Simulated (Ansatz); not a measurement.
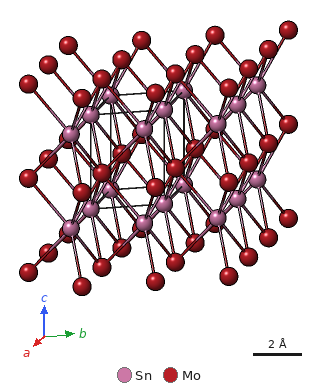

Starting structure of crystalline SnMo (built on the tungsten carbide_187 type). A ball-and-stick model of the cell of the calculation, repeated 2 × 2 × 1 with one cell outlined, seen slightly off an axis.

Case: tungsten carbide type (P-6m2, No. 187).

All numbers below come from Ansatz 0.2.0, DFT r2SCAN, scalar-relativistic, plane waves, PAW.

Input file:
```yaml
crystal:
  lattice:
    - [3.2281709647, 0.0, 0.0]
    - [-1.6140854824, 2.7956780632, 0.0]
    - [0.0, 0.0, 4.1510473765]
  atoms:
    - { symbol: Sn, position: [0.0, 0.0, 0.0] }
    - { symbol: Mo, position: [0.6666666667, 0.3333333333, 0.5] }
basis:
  ecutwfc: 500
kpoints:
  mp_grid: { grid: [18, 18, 14] }
hamiltonian:
  xc: r2scan
scf:
  occupations: { method: gaussian, width: 0.1 }
output:
  forces: true
  stress: true
  eigenvalues: true
relax:
  adjacent_minimum: "off"
  f_tol: 0.01
  max_steps: 80
  cell: { stress_tol: 0.05 }
```

Launched with:
```bash
ansatz run input.yaml --threads 1 --pin off --max-ram 2560MiB --backend cpu --events-out ev --progress --plain --runs-dir out
```

Where does the relaxation end?

After 2 accepted moves (4 points after the start) the energy has fallen by 0.9 meV per cell of the calculation. All forces vanish by symmetry, so only the cell relaxes. Pressure: 0.03 GPa at the start and −0.01 GPa at the end. The line search rejected the trial step at point 2 of the run. The SCF was repeated once at an unchanged geometry on a basis and grid sized afresh for the cell, which shifted the energy by less than 0.05 meV per cell of the calculation at most. No atom moves by more than 0.005 Å relative to the cell. The volume changes by −0.2 %, with a = b 3.228 → 3.211 Å (−0.5 %), c 4.151 → 4.184 Å (+0.8 %). Near-neighbour distances that change, for instance: Sn1–Mo2 2.790 → 2.795 Å. The space group stays P-6m2 (No. 187). The run took 100 s on 1 thread of Intel(R) Xeon(R) 6975P-C (Granite Rapids), on a shared host, peak memory 0.71 GiB.

The structure at the end:

```
CELL_PARAMETERS angstrom
3.21135 0.00000 0.00000
-1.60568 2.78111 0.00000
0.00000 0.00000 4.18429
ATOMIC_POSITIONS crystal
Sn 0.00000 0.00000 0.00000
Mo 0.66667 0.33333 0.50000
```
